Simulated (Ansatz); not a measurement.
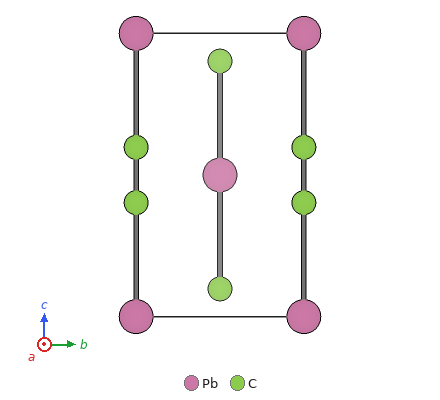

The structure, seen along [100]; the drawing may span several cells.

Structure (in its standard cell), the geometry relaxed (final pressure about 12 GPa) with Ansatz 0.2.0, DFT LDA, scalar-relativistic, plane waves, PAW; the starting structure was generated, so it need not be a known form of this composition:

Space group I4/mmm (No. 139). a = 3.795 Å, b = 3.795 Å, c = 6.408 Å, α = 90.00°, β = 90.00°, γ = 90.00°
```
atom  site  symmetry       x       y       z
  Pb    2a     4/mmm  0.0000  0.0000  0.0000
   C    4e       4mm  0.5000  0.5000  0.0978
```

### What does the kinematic electron diffraction pattern along [100] look like at 200 kV (B = 0.5 Å²)?

The spots form a centred rectangular net (close to hexagonal) with both shortest vectors at d = 3.27 Å, 61.3° apart. They are 0 1 -1 and 0 1 1. The pattern has symmetry 2mm (to the eye close to 6mm). The lattice centring (I) removes all reflections that break h + k + l = 2n.

Strongest reflections with d > 1.00 Å, one of each family (|F|² from tabulated Gaussian fits of the electron scattering factors, times a small damping for the curvature of the Ewald sphere):

```tsv
hkl	d (Å)	I (strongest = 100)
0 0 2	3.204	100
0 2 0	1.897	67
0 1 3	1.861	42
0 1 1	3.265	36
0 2 2	1.633	33
0 1 5	1.214	23
```

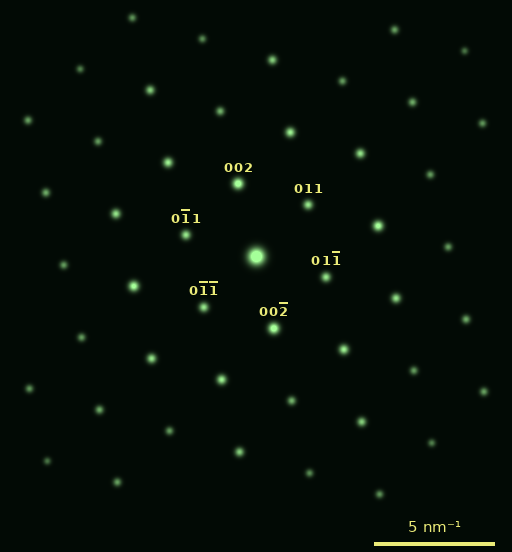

Calculated pattern, seen from the source side with [100] pointing towards the source.
